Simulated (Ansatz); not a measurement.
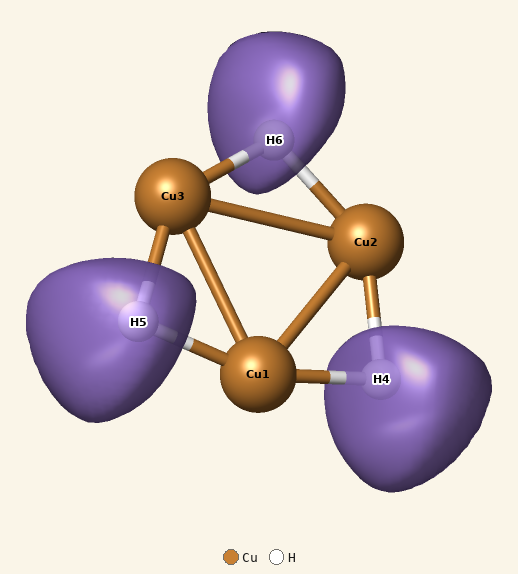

*Cu3H3 (charge +1, doublet). Isosurface of the electron localisation function at 0.75 (purple), seen at a tilt. Core shells and regions of very low density are left out.*

Geometry: r2SCAN-D4/def2-SVP.

The calculation used UKS PBE0-D4/def2-TZVP in Ansatz 0.2.0.

```csv
atom,x (Å),y (Å),z (Å)
Cu,1.2540,0.0668,-0.0417
Cu,-0.8057,1.0755,-0.5673
Cu,-0.6342,-1.1416,0.6028
H,0.8469,1.4396,-0.7637
H,1.0570,-1.3470,0.7065
H,-1.7180,-0.0932,0.0632
```

Q: Where are the electrons localised?

A: The ELF exceeds this value in three regions around hydrogen nuclei. Along the contacts the grid gives the following. Cu–Cu (2.33 Å): the ELF is about 0.20 at the midpoint. Cu–H (1.60 Å): the ELF climbs to about 1 towards the hydrogen.
